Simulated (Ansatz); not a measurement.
# Molecular dynamics of C₂H₁₀B₂Si (part 4 of 4)

Continued. System: C₂H₁₀B₂Si, SMILES CCBB[SiH3]. Method: RKS BLYP-D4/STO-3G (Ansatz 0.2.0). It belongs to a series of runs on one base structure; here: dynamics from the start.

Geometry of the input (Å):
```
C  -1.2424  -1.7854  -1.5071
C  -0.0375  -1.0569  -0.7934
B  -0.5381  -0.1493  0.4254
B  -0.1518  1.4013  0.6045
Si 1.5142  1.9272  1.5392
H  -1.9429  -1.0490  -1.9507
H  -1.8072  -2.4102  -0.7865
H  -0.8704  -2.4392  -2.3229
H  0.5493  -0.5023  -1.5552
H  0.6366  -1.8426  -0.3763
H  -1.1818  -0.7125  1.2498
H  -0.8129  2.2866  0.1807
H  1.2148  2.8607  2.6179
H  2.2546  0.8111  2.1064
H  2.3938  2.6100  0.5976
```

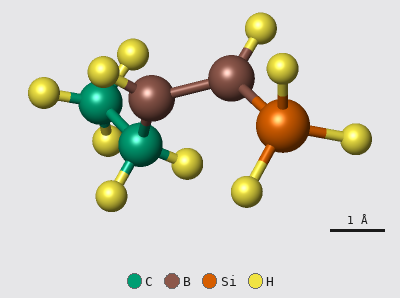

**Figure 1.** The geometry at step 255 of the log (ball-and-stick view, seen at a tilt).

Trajectory as extended XYZ, continued:
```
15
Properties=species:S:1:pos:R:3:forces:R:3 step=113 time_fs=56.5 energy=-11328.81545 temperature=312.7
C    -1.3726   -1.8962   -1.2266    1.3067  -2.6188   2.5285
C    -0.0975   -1.1128   -0.6815   -1.8956   0.2088   1.7561
B    -0.6486   -0.0874    0.4716    0.0973   0.3370   0.3632
B    -0.2138    1.4706    0.5066    0.9623  -0.8095  -0.1181
Si    1.5386    1.8909    1.3720   -0.1316   0.4961  -1.0237
H    -2.1721   -1.3419   -1.6588   -1.0129   1.3956  -0.8667
H    -1.8161   -2.4529   -0.3084    0.5182   0.7177  -1.4647
H    -1.0214   -2.6798   -1.9315   -0.2438   0.0902  -0.1754
H     0.4423   -0.6044   -1.4681    0.6201   0.3178  -0.8778
H     0.5514   -1.8744   -0.1864    0.0782   0.1443  -0.2378
H    -1.3008   -0.4946    1.4161    0.4524  -0.1424  -0.8014
H    -0.6169    2.4149   -0.0279   -0.7333   0.4394  -0.2693
H     1.2511    2.4891    2.6372   -0.0660   0.3918   0.6667
H     2.3933    0.7705    1.6131    0.3648  -0.5243   0.0857
H     2.2815    2.8706    0.5358   -0.3168  -0.4436   0.4345
15
Properties=species:S:1:pos:R:3:forces:R:3 step=142 time_fs=71.0 energy=-11328.64990 temperature=290.5
C    -1.3664   -1.9562   -1.1150   -0.4228   1.1011  -1.7406
C    -0.1440   -1.1832   -0.5871    0.6053   0.2800   0.3295
B    -0.6008   -0.0958    0.4751    0.8328   0.0175  -1.4393
B    -0.1647    1.4163    0.4896   -1.7699   1.1432  -0.2671
Si    1.5001    1.8973    1.3160    0.2044   1.7652  -0.7926
H    -2.0519   -1.1803   -1.5496    0.2375  -0.6670  -0.3137
H    -1.9730   -2.5174   -0.4545   -0.8040  -0.8110   2.1904
H    -1.0741   -2.6915   -1.8667    0.2281  -0.0968  -0.9185
H     0.3416   -0.7456   -1.4841    0.3368  -0.0733   0.1507
H     0.5937   -1.8442   -0.0587   -0.1603  -0.0068  -0.2940
H    -1.2494   -0.5448    1.2747   -1.0766  -0.6401   1.7810
H    -0.9551    2.3229    0.2095    1.0902  -0.8932  -0.0175
H     1.0507    2.6162    2.4752    0.1057   0.2379   0.6354
H     2.3573    0.8428    1.7004    0.7097  -0.7784   0.2455
H     2.2024    2.8892    0.4556   -0.1170  -0.5783   0.4508
15
Properties=species:S:1:pos:R:3:forces:R:3 step=170 time_fs=85.0 energy=-11328.77961 temperature=436.0
C    -1.4574   -1.9986   -1.1213   -0.2866  -1.7121   1.3278
C    -0.1915   -1.2880   -0.5193    1.2596  -0.2274  -1.1365
B    -0.5887   -0.1761    0.5649    0.7039  -0.2794  -0.1238
B    -0.2238    1.3794    0.5104   -1.4904   1.6756  -1.1445
Si    1.4668    1.9584    1.2877    1.3234   0.0268   0.1952
H    -2.0877   -1.2955   -1.6774   -0.6054   0.2888   0.0629
H    -1.9942   -2.4861   -0.2101    0.2472   0.8288  -1.7313
H    -1.1861   -2.8332   -1.8357    0.0427   0.5978   0.5328
H     0.4534   -0.8992   -1.3530   -0.6097   0.3195   0.1037
H     0.4624   -2.1238   -0.1603   -0.3434   0.2922   0.8439
H    -1.0374   -0.5443    1.5846   -0.3987  -0.3241   0.2978
H    -0.9548    2.2990    0.0736    0.9043  -1.3544   0.5531
H     1.2721    2.7414    2.4790   -0.3616   0.3602   0.3236
H     2.2634    0.8535    1.7422    0.1542  -0.5212   0.1374
H     2.4295    2.7142    0.4791   -0.5394   0.0289  -0.2420
15
Properties=species:S:1:pos:R:3:forces:R:3 step=198 time_fs=99.0 energy=-11328.67632 temperature=324.5
C    -1.5645   -2.0466   -1.0997    1.7706   0.8136  -1.8590
C    -0.2261   -1.3646   -0.4780   -0.3956  -0.5155   1.4413
B    -0.5578   -0.2759    0.6806   -0.6519   0.3947   0.2248
B    -0.3245    1.3807    0.4546    1.1626  -1.4200   1.2161
Si    1.4533    2.0172    1.3104   -1.0916  -0.1632  -1.3696
H    -2.1817   -1.3478   -1.7745    0.7893  -0.5477   1.1951
H    -2.1693   -2.4688   -0.3079   -0.7213  -0.5061   0.5744
H    -1.1568   -2.8444   -1.7948   -0.7044   0.2419   0.6606
H     0.3855   -1.0017   -1.2959    0.4070   0.5530  -0.8703
H     0.4126   -2.1560    0.0408   -0.7976   0.2433  -0.6170
H    -0.9305   -0.8259    1.7383    0.3365   0.9973  -1.2073
H    -0.9855    2.1446   -0.1339   -0.3042   0.1906  -0.1061
H     1.2072    2.9137    2.4378    0.0700  -0.1346  -0.0246
H     2.1666    0.8254    1.7214    0.3173   0.0893   0.2603
H     2.2528    2.7307    0.2885   -0.1869  -0.2365   0.4812
15
Properties=species:S:1:pos:R:3:forces:R:3 step=226 time_fs=113.0 energy=-11328.59566 temperature=350.8
C    -1.5669   -2.0333   -1.0818   -2.2739   1.3595   1.3157
C    -0.3103   -1.3786   -0.4047    0.3782   0.3674  -1.0120
B    -0.6208   -0.2496    0.6885   -0.0815  -0.8717   1.4775
B    -0.2773    1.2781    0.4466    1.0761   0.1137   1.0494
Si    1.3901    2.0496    1.2941    1.0344   0.2607  -0.3808
H    -2.1944   -1.2866   -1.5961    0.3861   0.3222  -0.6988
H    -2.3343   -2.4611   -0.4038    0.5480  -0.0772   0.8587
H    -1.3498   -2.8445   -1.7348    0.9367  -1.0877  -1.4504
H     0.2862   -0.8951   -1.2734   -0.3703  -1.1501   1.2471
H     0.2121   -2.2404    0.0665    0.6248   0.2613  -0.1452
H    -0.9257   -0.5570    1.8572   -0.0480   0.0857  -1.4857
H    -0.9360    2.0289   -0.1093   -0.7125   0.9074  -0.5288
H     1.1356    2.9639    2.4097   -0.4545   0.0522  -0.2965
H     2.4122    1.1858    1.9007   -0.5076  -0.3279  -0.3128
H     2.1770    2.8087    0.2856   -0.5360  -0.2154   0.3626
15
Properties=species:S:1:pos:R:3:forces:R:3 step=255 time_fs=127.5 energy=-11328.63097 temperature=383.2
C    -1.6655   -2.0128   -1.0721    2.3108  -0.4452  -0.8217
C    -0.3673   -1.4007   -0.3636   -0.3677  -1.4868   1.3881
B    -0.7138   -0.2683    0.7021    0.5466   1.1846  -1.4034
B    -0.2069    1.2712    0.4822   -0.6676  -1.3783  -0.0904
Si    1.3262    2.0813    1.2908    1.1821  -0.4950   0.3905
H    -2.1879   -1.1453   -1.5210   -0.6354  -0.3636   0.0359
H    -2.2596   -2.6157   -0.3494   -0.2023   0.1451  -0.5104
H    -1.1876   -2.6355   -1.9345   -1.4923   0.5365   1.3181
H     0.2455   -1.1117   -1.1843    1.1681   1.1939  -1.2962
H     0.2496   -2.2335    0.0975   -0.7469   0.3154   0.1049
H    -1.4505   -0.4982    1.5523   -0.5845  -0.5431   0.9790
H    -0.8408    2.0167   -0.1568   -0.3113   0.1737  -0.3580
H     0.6311    3.0220    2.1525    0.3801   0.2891   0.3358
H     2.1855    1.1218    2.0877   -0.5635   1.0349  -0.6472
H     2.0833    2.8011    0.2451   -0.0163  -0.1614   0.5750
15
Properties=species:S:1:pos:R:3:forces:R:3 step=283 time_fs=141.5 energy=-11328.71708 temperature=366.8
C    -1.7293   -1.9773   -1.0364   -0.4771   1.9274   0.4092
C    -0.4020   -1.4387   -0.3319    0.8252   1.6548  -1.3091
B    -0.7802   -0.2408    0.7278   -0.2048  -1.4574  -0.9719
B    -0.2283    1.2146    0.4638   -1.0107   1.0406  -1.0305
Si    1.2838    2.1257    1.2896    0.7411  -0.4785   1.0634
H    -2.4475   -1.1367   -1.3271    0.7103  -0.6751   0.7198
H    -2.1898   -2.6155   -0.2753   -0.6912  -0.3048   0.0727
H    -1.6269   -2.5303   -1.9662    0.8296  -0.7248  -0.5801
H     0.4463   -1.1433   -1.0373   -1.2697   0.0167   0.0673
H     0.0655   -2.2559    0.1912    0.2165  -1.2686   1.0848
H    -1.6054   -0.5850    1.4876   -0.1206   0.1389   0.4821
H    -0.9520    1.8225   -0.3413    0.9434  -0.4743   0.7972
H     0.6703    3.0560    2.2461    0.1696   0.0706  -0.2552
H     2.0978    1.2028    2.1334   -0.4053   0.4737  -0.5392
H     2.2212    2.8203    0.4096   -0.2565   0.0609  -0.0104
15
Properties=species:S:1:pos:R:3:forces:R:3 step=311 time_fs=155.5 energy=-11328.44713 temperature=240.6
C    -1.7635   -1.9392   -0.9326   -1.3297  -2.4180  -0.4567
C    -0.4160   -1.4678   -0.2523   -1.0711  -1.2481   0.5381
B    -0.8042   -0.2944    0.6820   -0.5258   1.4594   2.3293
B    -0.2561    1.2329    0.4860   -0.1206   0.2783  -1.5244
Si    1.2800    2.1628    1.3305   -0.2697   0.2064   1.2280
H    -2.4621   -1.1498   -1.2060   -0.1193   0.9843  -0.4009
H    -2.4511   -2.6911   -0.3815    1.5149   0.9919  -0.1014
H    -1.4483   -2.4696   -1.8713   -0.4409   0.2741   0.2357
H     0.1885   -1.1633   -1.1422    0.7807  -0.6569   0.8655
H    -0.1344   -2.3731    0.4023    0.7572   1.0445  -1.3217
H    -1.5324   -0.5070    1.6661    0.6117  -0.0494  -1.2731
H    -0.6784    1.8514   -0.4829   -0.0366  -0.3321   0.9622
H     0.8202    3.2027    2.3377    0.2771  -0.9661  -0.7828
H     2.1469    1.1881    2.0379   -0.1717   0.5998  -0.3090
H     2.0263    2.9171    0.3317    0.1439  -0.1680   0.0111
15
Properties=species:S:1:pos:R:3:forces:R:3 step=340 time_fs=170.0 energy=-11328.74084 temperature=258.8
C    -1.8184   -1.9429   -0.9143    1.9139   2.4273  -0.6389
C    -0.4234   -1.4768   -0.2219   -0.7886   1.1166   0.0606
B    -0.8071   -0.2157    0.7429   -0.3317  -0.8926  -0.3692
B    -0.2669    1.2919    0.4556    0.3689  -1.1159   1.7104
Si    1.2612    2.2017    1.3621   -0.5442  -0.5606   0.7327
H    -2.4248   -0.9975   -1.1501    0.5307  -1.3792  -0.1030
H    -2.3165   -2.5179   -0.1811   -1.4420  -1.2684   1.2400
H    -1.5897   -2.5498   -1.8178   -0.3252   0.2109   0.0289
H     0.3101   -1.2171   -1.0034    0.2398  -0.1799  -0.1360
H    -0.0151   -2.2575    0.4480    0.0582  -0.4649  -0.2710
H    -1.6083   -0.6263    1.5558    0.5211   0.8221  -0.1368
H    -0.8682    1.9300   -0.2737   -0.6052   0.8478  -0.9950
H     0.6740    3.2082    2.3138    0.5550  -0.6270  -0.6184
H     2.2185    1.3027    2.0574   -0.5936   0.4406  -0.1441
H     2.0117    2.8381    0.3278    0.4429   0.6232  -0.3603
15
Properties=species:S:1:pos:R:3:forces:R:3 step=368 time_fs=184.0 energy=-11328.72014 temperature=258.0
C    -1.8130   -1.9408   -0.8099   -0.2597  -1.8059   1.8813
C    -0.4222   -1.4427   -0.2030   -0.6827   0.8610  -1.8086
B    -0.7651   -0.1790    0.7210    1.1419  -0.2436  -0.0523
B    -0.2733    1.3079    0.4715    1.3810  -0.1704   0.2254
Si    1.2782    2.2125    1.3504   -1.2504  -0.0494   1.4024
H    -2.4245   -1.1901   -1.2743   -0.7889   1.4574  -0.0424
H    -2.4118   -2.5186   -0.0105    0.6110   1.1401  -0.9366
H    -1.6746   -2.6574   -1.6115    0.6739  -0.8516  -0.6924
H     0.2610   -1.2253   -1.0919   -0.5663   0.0783   0.9596
H     0.0006   -2.3116    0.2903    0.4431  -0.6326   0.8628
H    -1.3674   -0.2536    1.7187   -0.5758  -0.6857   0.4095
H    -0.9191    1.9697   -0.1874   -0.8061   1.1266  -0.9137
H     0.5260    3.1337    2.2717    0.5985  -0.5012  -0.4756
H     2.0777    1.3397    2.2249   -0.1040   0.2145  -0.3737
H     2.1486    3.0617    0.5790    0.1844   0.0626  -0.4457
```
